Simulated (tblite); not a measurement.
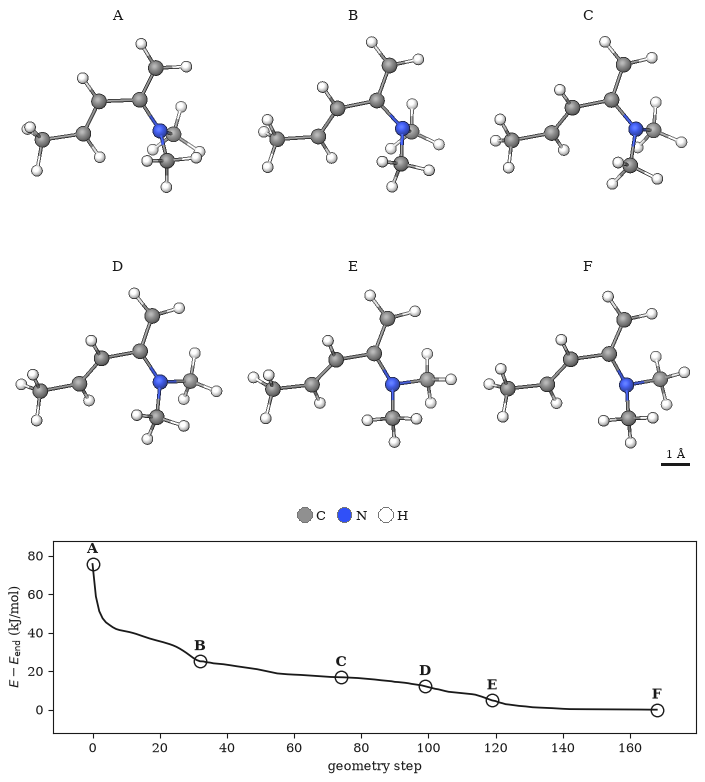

Frames of a relaxation of C7H13N, marked on the history of the run. A ball-and-stick model, seen at a tilt.

The calculation used tblite, GFN2-xTB geometry optimisation, gas phase. 

What happens along the run?

Answer. After 168 geometry steps the energy has fallen by 75.7 kJ/mol. The atom that moves furthest after the best rigid fit is an H atom (1.63 Å). Largest moves by element: H 1.63 Å, C 0.73 Å, N 0.31 Å. Some distances before and after: C–H 1.126 → 1.086 Å, C–H 1.104 → 1.074 Å, C–N 1.415 → 1.398 Å, C–C 1.324 → 1.339 Å. Bond angles that change, for instance: C–C–C 115.2° → 124.8°, C–C–H 122.6° → 115.3°, C–N–C 118.9° → 112.2°. Groups turn about C–C by about 40°, C–C by about 25°. From step 0 to 32: an H atom moves most (0.49 Å), energy −50.5 kJ/mol. From step 32 to 74: H atoms move most (0.54 Å), energy −8.28 kJ/mol. From step 74 to 99: an H atom moves most (0.58 Å), energy −4.67 kJ/mol. From step 99 to 119: an H atom moves most (0.51 Å), energy −7.39 kJ/mol. From step 119 to 168: H atoms move most (0.32 Å), energy −4.80 kJ/mol.
